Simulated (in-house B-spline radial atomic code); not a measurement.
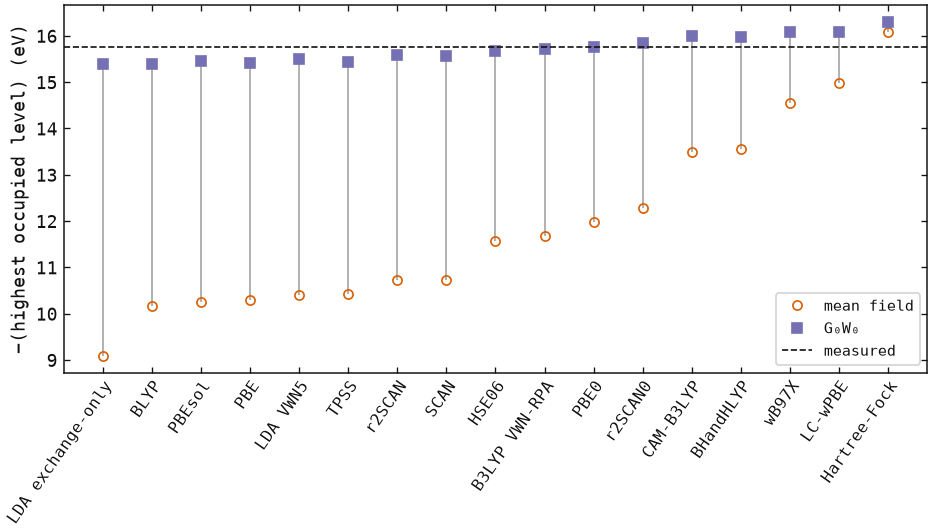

Binding energy of the highest level (3p) of Ar I ([Ne] 3s² 3p⁶) on 17 mean-field starts and after G₀W₀. All-electron spherical atom, non-relativistic, no spin-orbit coupling, Breit or QED terms; computed with a B-spline radial code.

How much does the result depend on the start?

Answer. The mean-field values spread from 9.08 eV (LDA exchange-only) to 16.08 eV (Hartree-Fock); after G₀W₀ they lie between 15.38 eV (BLYP) and 16.31 eV (Hartree-Fock), so the spread shrinks from 7.00 to 0.92 eV. The measured removal energy is 15.76 eV; the nearest G₀W₀ value is that on PBE0 (15.75 eV).

| Start | Mean field (eV) | G₀W₀ (eV) | RPA correlation (hartree) |
| --- | --- | --- | --- |
| LDA exchange-only | 9.08 | 15.40 | −1.111 |
| BLYP | 10.16 | 15.38 | −1.111 |
| PBEsol | 10.25 | 15.45 | −1.110 |
| PBE | 10.29 | 15.41 | −1.109 |
| LDA VWN5 | 10.40 | 15.49 | −1.112 |
| TPSS | 10.42 | 15.43 | −1.098 |
| r2SCAN | 10.73 | 15.59 | −1.083 |
| SCAN | 10.73 | 15.56 | −1.082 |
| HSE06 | 11.56 | 15.68 | −1.072 |
| B3LYP VWN-RPA | 11.67 | 15.71 | −1.075 |
| PBE0 | 11.98 | 15.75 | −1.065 |
| r2SCAN0 | 12.27 | 15.83 | −1.050 |
| CAM-B3LYP | 13.48 | 16.00 | −1.046 |
| BHandHLYP | 13.55 | 15.98 | −1.028 |
| wB97X | 14.55 | 16.08 | −1.030 |
| LC-wPBE | 14.97 | 16.09 | −1.032 |
| Hartree-Fock | 16.08 | 16.31 | −0.962 |
